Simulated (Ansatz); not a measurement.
# (ClInS)4 cubane (In₄S₄Cl₄): the relaxed shape and its frontier levels

What does (ClInS)4 cubane (In₄S₄Cl₄) look like as a singlet, and where do its frontier electrons sit?

Method: RKS PBE0-D4/def2-TZVP; program: Ansatz 0.2.0, Gaussian basis.

The runs, in order: relaxation at r2SCAN-D4/def2-SVP; a single point at PBE0-D4/def2-TZVP.

1 further run of the same task is left out (it didn't finish). Runs told in other sessions of the task aren't counted.

## (1) The starting structure

12 atoms, charge 0, spin multiplicity 1.

Atoms are counted from 1 here; the program's logs count them from 0.

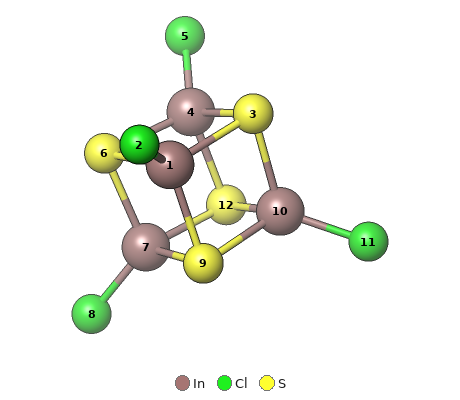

The starting geometry (indium brown, chlorine green, sulfur yellow); atoms are numbered from 1 in the order of the file.

In takes a core potential in the def2 sets. No spin-orbit coupling is included.

The start is a GFN2-xTB geometry.

## (2) Optimising with r2SCAN-D4/def2-SVP

in.yaml reads:

```yaml
crystal:
  periodic: [false, false, false]
  atoms:
    - {symbol: In, position_ang: [0.573350, 1.905380, -0.767000]}
    - {symbol: Cl, position_ang: [1.170340, 3.901550, -1.637730]}
    - {symbol: S, position_ang: [1.930530, 0.761980, 1.130390]}
    - {symbol: In, position_ang: [1.587880, -1.388470, -0.291580]}
    - {symbol: Cl, position_ang: [3.261490, -2.871230, -0.596930]}
    - {symbol: S, position_ang: [0.462930, -0.188720, -2.299240]}
    - {symbol: In, position_ang: [-1.736970, -0.677270, -1.010190]}
    - {symbol: Cl, position_ang: [-3.576650, -1.400570, -2.098870]}
    - {symbol: S, position_ang: [-1.750680, 1.544560, 0.333790]}
    - {symbol: In, position_ang: [-0.412460, 0.173730, 2.087900]}
    - {symbol: Cl, position_ang: [-0.879910, 0.340740, 4.291740]}
    - {symbol: S, position_ang: [-0.629850, -2.101680, 0.857720]}
basis:
  gaussian: {orbitals: def2-SVP}
hamiltonian: {xc: r2scan, dispersion: d4}
scf: {lower_state_search: "off"}
output: {orbitals: {seedname: orbitals}}
relax: {f_tol: 0.03, max_steps: 70}
```

Run with:

```sh
ansatz run in.yaml --threads 2 --pin off --events-out ev --progress --plain --max-ram 32768MiB --backend cuda --devices 0, --max-vram 18GiB
```

The program printed, shortened:

```text
Functional definition: r2SCAN
  name "r2SCAN"
  cite "Furness, Kaplan, Ning, Perdew & Sun, J. Phys. Chem. Lett. 11, 8208 (2020) doi:10.1021/acs.jpclett.0c02405"
  cite "Furness, Kaplan, Ning, Perdew & Sun, J. Phys. Chem. Lett. 11, 9248 (2020) doi:10.1021/acs.jpclett.0c03077"
  parent r2scan
[...]
2864 factors; their error is unknown
[...]
mean field -114116.05883443 eV, -4193.6878115226 hartree, gradient 4.8e-6 eV, S^2 0.000000; 0 other end points of the search recorded, 0 dependent functions left out
[...]
reference -114116.05885802 eV, -4193.6878123893 hartree; 108, 108 occupied and 140, 140 virtual orbitals, 2864 factors
relax step   1: F+E_penalty+E_count = -114116.33033815 eV  Δ(F+E_penalty+E_count) = +0.000e0 eV  max|allowed force component| = 1.681e0 eV/Å  Δτ_max = 0.0000 Å  (17 SCF iters, accepted)
[...]
relax step   3: F+E_penalty+E_count = -114116.56760697 eV  Δ(F+E_penalty+E_count) = -1.283e-1 eV  max|allowed force component| = 7.197e-2 eV/Å  Δτ_max = 0.0769 Å  (19 SCF iters, accepted)
[...]
relax step   4: F+E_penalty+E_count = -114116.56869891 eV  Δ(F+E_penalty+E_count) = -1.092e-3 eV  max|allowed force component| = 8.769e-3 eV/Å  Δτ_max = 0.0105 Å  (22 SCF iters, accepted)
Total energy: -114116.56872223 eV, -4193.7065495536 hartree
Atom 0 at     0.562202     1.865529    -0.759540 Å, force     0.000021    -0.001263    -0.000289 eV/Å
Atom 1 at     1.189603     3.944905    -1.610449 Å, force    -0.000586    -0.001465     0.001670 eV/Å
Atom 2 at     1.907258     0.751049     1.114792 Å, force     0.008086     0.002923     0.004849 eV/Å
Atom 3 at     1.557095    -1.366592    -0.284926 Å, force    -0.000420     0.001356     0.000189 eV/Å
Atom 4 at     3.295913    -2.889609    -0.598630 Å, force    -0.002093     0.000972    -0.000750 eV/Å
Atom 5 at     0.457253    -0.194399    -2.280177 Å, force     0.001709    -0.001242    -0.007936 eV/Å
Atom 6 at    -1.709704    -0.672519    -0.999030 Å, force     0.001404     0.000766    -0.000120 eV/Å
Atom 7 at    -3.617800    -1.420178    -2.113293 Å, force     0.001737     0.000016     0.000912 eV/Å
Atom 8 at    -1.737114     1.525168     0.318279 Å, force    -0.007614     0.005892     0.001191 eV/Å
Atom 9 at    -0.409792     0.173342     2.043447 Å, force     0.000117     0.000687    -0.001610 eV/Å
Atom 10 at    -0.867385     0.365242     4.322765 Å, force     0.000562     0.000125    -0.002244 eV/Å
Atom 11 at    -0.627529    -2.081937     0.846761 Å, force    -0.002924    -0.008769     0.004135 eV/Å
Dipole moment:    -0.000217    -0.000271     0.000109 e Å
Checks for a lower state left out: stability, starts, cluster_reference, orbital_swaps, neighbouring_geometries, increment
```

It took 11 s on 1 × H100 (card shared with other runs) with 2 threads of AMD EPYC 7R13, shared host; peak host memory 0.93 GiB.

Along the way:

| step | energy from step 1 (eV) | largest force component (eV/Å) |
| --- | --- | --- |
| 1 | 0.0000 | 1.6808 |
| 2 | -0.1090 | 0.9724 |
| 3 | -0.2373 | 0.0720 |
| 4 | -0.2384 | 0.0088 |

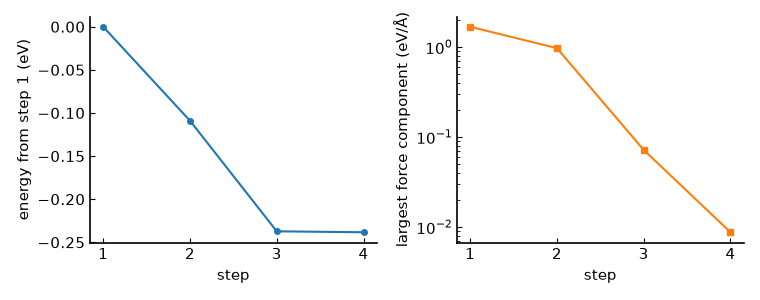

Energy and largest force along the relaxation.

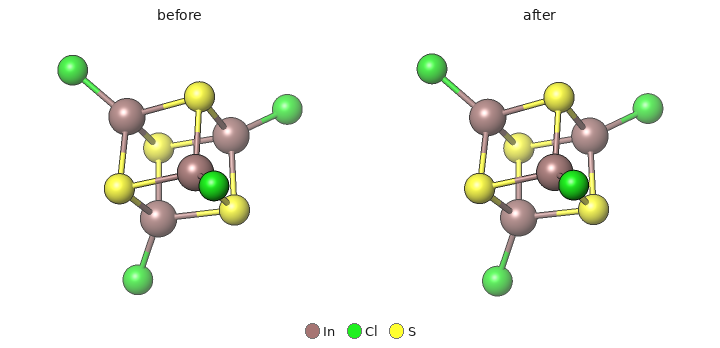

The geometry before (left) and after (right).

Distances of close pairs at the start and the end, largest changes first:

| bond | before (Å) | after (Å) | change (Å) |
| --- | --- | --- | --- |
| In4–Cl5 | 2.257 | 2.333 | +0.076 |
| In7–Cl8 | 2.257 | 2.333 | +0.076 |
| In1–Cl2 | 2.258 | 2.333 | +0.075 |
| In10–Cl11 | 2.259 | 2.333 | +0.074 |
| S3–In4 | 2.601 | 2.562 | -0.038 |
| S3–In10 | 2.599 | 2.562 | -0.036 |
| In1–S3 | 2.598 | 2.562 | -0.036 |
| In4–S12 | 2.598 | 2.562 | -0.035 |

Bonds by kind at the end (by distance):

| bond | count | shortest (Å) | longest (Å) |
| --- | --- | --- | --- |
| In–S | 12 | 2.562 | 2.563 |
| Cl–In | 4 | 2.333 | 2.333 |

## (3) Single point, PBE0-D4/def2-TZVP

start.molden holds the orbitals of an earlier run on this state, given as this run's starting guess.

in.yaml reads:

```yaml
crystal:
  periodic: [false, false, false]
  atoms:
    - {symbol: In, position_ang: [0.562202, 1.865529, -0.759540]}
    - {symbol: Cl, position_ang: [1.189603, 3.944905, -1.610449]}
    - {symbol: S, position_ang: [1.907258, 0.751049, 1.114792]}
    - {symbol: In, position_ang: [1.557095, -1.366592, -0.284926]}
    - {symbol: Cl, position_ang: [3.295913, -2.889609, -0.598630]}
    - {symbol: S, position_ang: [0.457253, -0.194399, -2.280177]}
    - {symbol: In, position_ang: [-1.709704, -0.672519, -0.999030]}
    - {symbol: Cl, position_ang: [-3.617800, -1.420178, -2.113293]}
    - {symbol: S, position_ang: [-1.737114, 1.525168, 0.318279]}
    - {symbol: In, position_ang: [-0.409792, 0.173342, 2.043447]}
    - {symbol: Cl, position_ang: [-0.867385, 0.365242, 4.322765]}
    - {symbol: S, position_ang: [-0.627529, -2.081937, 0.846761]}
basis:
  gaussian: {orbitals: def2-TZVP, fitting: {mean_field: def2-universal-jkfit}, initial_orbitals: start.molden}
hamiltonian: {xc: pbe0, dispersion: d4}
scf: {omitted_lower_state_checks: [starts]}
output: {orbitals: {seedname: orbitals}}
```

Same command.

The program printed, shortened:

```text
Functional definition: PBE0
  name "PBE0"
  cite "Adamo & Barone, J. Chem. Phys. 110, 6158 (1999) doi:10.1063/1.478522"
  cite "Perdew, Burke & Ernzerhof, Phys. Rev. Lett. 77, 3865 (1996) doi:10.1103/PhysRevLett.77.3865"
  parent pbe
[...]
1896 factors; integrals over basis functions are off by at most 4.5e-1 eV
[...]
mean field -114115.28255147 eV, -4193.6592836500 hartree, gradient 6.9e-6 eV, S^2 0.000000; 0 other end points of the search recorded, 0 dependent functions left out
reference -114115.28261571 eV, -4193.6592860106 hartree; 108, 108 occupied and 388, 388 virtual orbitals, 1896 factors
Total energy: -114116.27614465 eV, -4193.6957975258 hartree
Checks for a lower state left out: starts
```

It took 5.5 s on 1 × H100 (card shared with other runs) with 2 threads of AMD EPYC 7R13, shared host; peak host memory 0.96 GiB.

HOMO -8.67 eV, LUMO -3.19 eV.

Mulliken charges, from this run's orbitals:

| atom | value (e) |
| --- | --- |
| In1 | 0.76 |
| Cl2 | -0.34 |
| S3 | -0.42 |
| In4 | 0.76 |
| Cl5 | -0.34 |
| S6 | -0.42 |
| In7 | 0.76 |
| Cl8 | -0.34 |
| S9 | -0.42 |
| In10 | 0.76 |
| Cl11 | -0.34 |
| S12 | -0.42 |

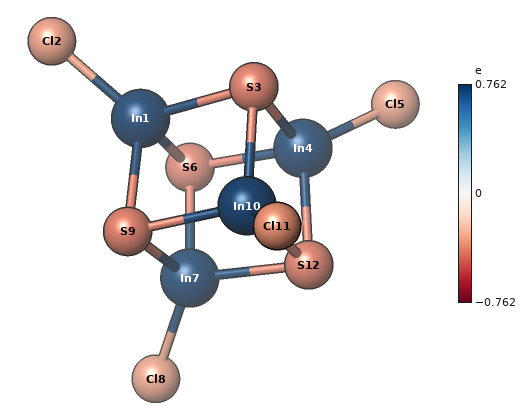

Mulliken charges, from this run's orbitals, as colours on the atoms.

Largest Mayer bond orders: In1–Cl2 0.99; In4–Cl5 0.99; In7–Cl8 0.99; In10–Cl11 0.99; In1–S3 0.69; In1–S6 0.69; In1–S9 0.69; S3–In4 0.69; S3–In10 0.69; In4–S6 0.69.

## (4) Results

| quantity | value |
| --- | --- |
| point group | Td |
| commonest bond | In–S, 12 of mean length 2.562 Å |
| HOMO, LUMO at PBE0-D4/def2-TZVP | -8.67, -3.19 eV |
| dipole at r2SCAN-D4/def2-SVP | 0.00 D |

What this shows: The molecule keeps its bonding pattern by the stored test; the atoms moved 0.04 Å (rms). No usable vibrations, so a minimum isn't proven.
